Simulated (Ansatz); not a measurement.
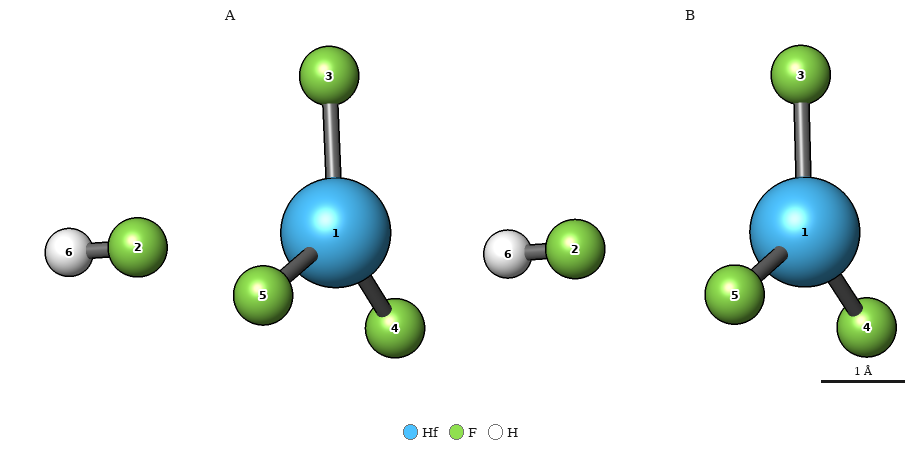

Two geometries of HfHF$_{4}$ (multiplicity 2), drawn at one scale. One is the start of a relaxation, the other its converged end. Style: ball-and-stick. Shown at a tilt.

All numbers below come from Ansatz, UKS BLYP-D4/def2-SVP. (collinear spin; force threshold 0.03 eV/Å; at most 50 steps)

**Which of the two is the end point?**

Structure A is the relaxed one. The run prepares an end point of a later path (reaction) calculation, from a guessed geometry. F2 moves most after the best rigid fit: 0.31 Å. By element the largest moves are F 0.31 Å, H 0.30 Å, Hf 0.13 Å. Some distances before and after: Hf1–F2 3.175 → 2.739 Å, F2–H6 0.933 → 0.946 Å. The energy falls by 0.051 eV in 4 geometry steps. The largest force component goes from 0.56 to 0.023 eV/Å. Cost: 9.3 s on 4 threads of Arm Neoverse V1, on a shared host, peak memory 0.18 GiB.

Limits of the set-up: the start holds two separate molecules, 3.2 Å apart at their closest, whose relative position is a soft coordinate.
